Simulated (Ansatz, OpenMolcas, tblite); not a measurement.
A ladder of methods for CuF (fluorocopper)

The species is CuF (2 atoms), meant as a singlet with charge 0. As SMILES, `[F][Cu]`. The shape is that of a PBE0-D4/def2-TZVP optimisation.

```xyz
2

F     0.7510   -0.2689    0.3771
Cu   -0.7510    0.2689   -0.3771
```

Quantity: the HOMO–LUMO gap, in eV. The values are calculated.

```tsv
level	kind	program	value (eV)	CPU time
GFN1-xTB	semi-empirical	tblite	3.03	under 2 s
HF/def2-TZVPP	Hartree–Fock	Ansatz	11.87	2 s
SVWN5/def2-TZVPP	LDA	Ansatz	1.96	2.6 s
revPBE/def2-TZVPP	GGA	OpenMolcas	1.93	20 s
TPSS/def2-TZVPP	meta-GGA	OpenMolcas	2.07	23 s
B3LYP/def2-TZVPP	global hybrid	OpenMolcas	3.88	19 s
CAM-B3LYP/def2-TZVPP	range-separated hybrid	Ansatz	6.93	5.6 s
wB97X/def2-TZVPP	range-separated hybrid	Ansatz	9.24	16 s
B2PLYP/def2-TZVPP	double hybrid	OpenMolcas	7.17	15 s
```

The values span 1.93 to 11.87 eV. Orbital gaps aren't excitation energies, and those of double hybrids come from the SCF part alone; they tend to grow with the share of exact exchange. Times are those of the runs behind each value, whatever else they computed, on shared processors of several kinds: orders of magnitude only.

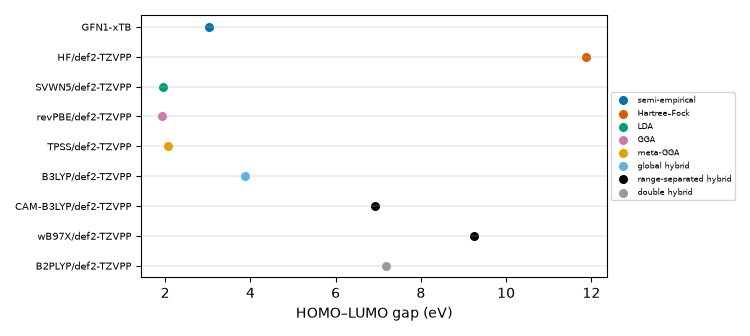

The values of the table, level by level.
